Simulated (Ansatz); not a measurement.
Ligand exchange: Mg(CH3)F + SiH(NH2)(SiH3)2 → Mg(CH3)(NH2) + SiH(SiH3)2F

Species: Mg(CH3)F, singlet; SiH(NH2)(SiH3)2, singlet; Mg(CH3)(NH2), singlet; SiH(SiH3)2F, singlet. The partners trade F for NH2: Mg–F and Si–NH2 bonds give way to Mg–NH2 and Si–F.

Shapes, held fixed at every level: PBE0-D4/def2-TZVP. Flexible molecules stand in one conformer, not always the lowest. Programs: Ansatz 0.2.0. Electronic energies: no zero-point or thermal term.

| level | kind | ΔE (kJ/mol) | less CCSD(T)/def2-TZVPP |
| --- | --- | --- | --- |
| HF/def2-SVP | Hartree–Fock | +65.4 | +17.6 |
| B3LYP-D4/def2-TZVPP | global hybrid | +52.2 | +4.4 |
| PBE0-D4/def2-TZVPP | global hybrid | +55.1 | +7.3 |
| wB97M-V/def2-TZVPP | range-separated hybrid | +50.7 | +2.9 |
| wB97X-V/def2-TZVPP | range-separated hybrid | +51.6 | +3.8 |
| MP2/def2-SVP | perturbation theory | +73.4 | +25.6 |
| MP2/def2-TZVPP | perturbation theory | +51.9 | +4.1 |
| CCSD(T)/def2-TZVPP | coupled cluster or CI | +47.8 | 0.0 |

The highest level, CCSD(T)/def2-TZVPP, gives ΔE = +47.8 kJ/mol; the levels span +47.8 to +73.4. The column of differences is taken from that level and isn't an error. No measured value is set beside it here. Outer-core shells of Mg are correlated in most correlated rows, in sets that cover them unevenly. CCSD(T)/def2-TZVPP lies outside the range of all other levels here, so it shouldn't be taken on trust.

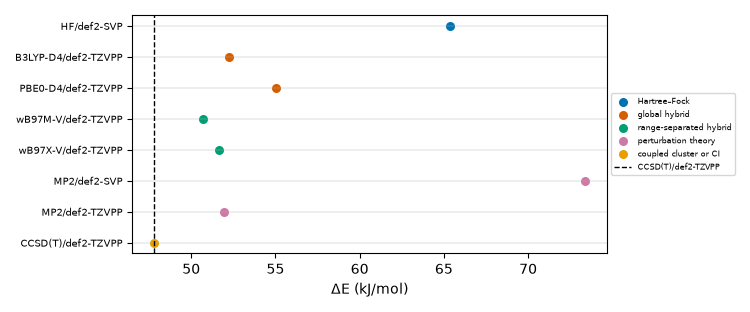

The values of the table, level by level.
